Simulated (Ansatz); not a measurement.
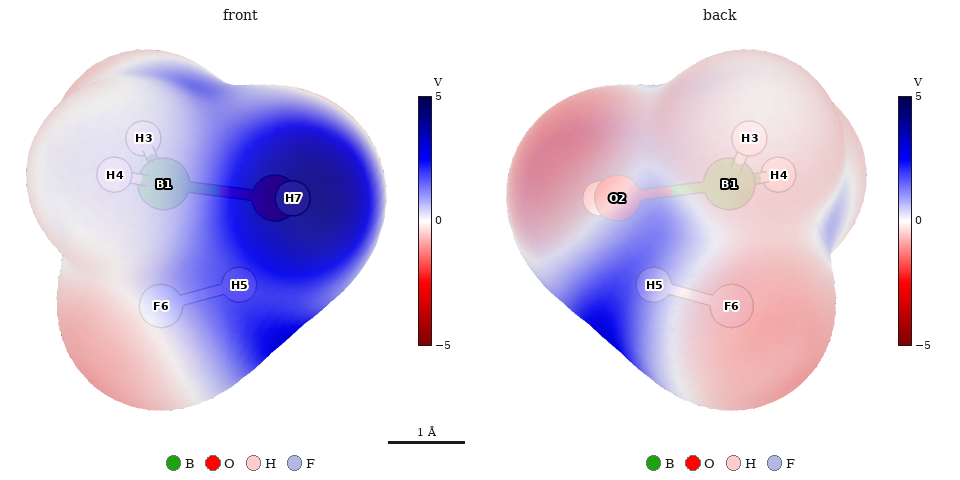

*BH₃O···HF. The molecular electrostatic potential painted on the density surface at 0.004 e/bohr³, seen from the front and from behind; red is negative and blue positive.*

A transition-state structure; geometry: PBE0-D4/def2-TZVP.

Method: RKS PBE0-D4/def2-TZVPP (Ansatz).

```xyz
7

B    -0.5848   -0.0511   -0.1346
O     0.7189    0.6578   -0.3407
H    -1.0991   -0.4110   -1.1483
H    -1.2308    0.3308    0.7972
H     1.0002   -0.5204    0.1151
F     0.3265   -1.3439    0.3895
H     0.8692    1.3379    0.3218
```

> Describe the electrostatic potential map.

The most negative region (about −1.0 V) lies over O2, the most positive (about +4.1 V) over H7. O2 is the likeliest acceptor of a hydrogen bond.
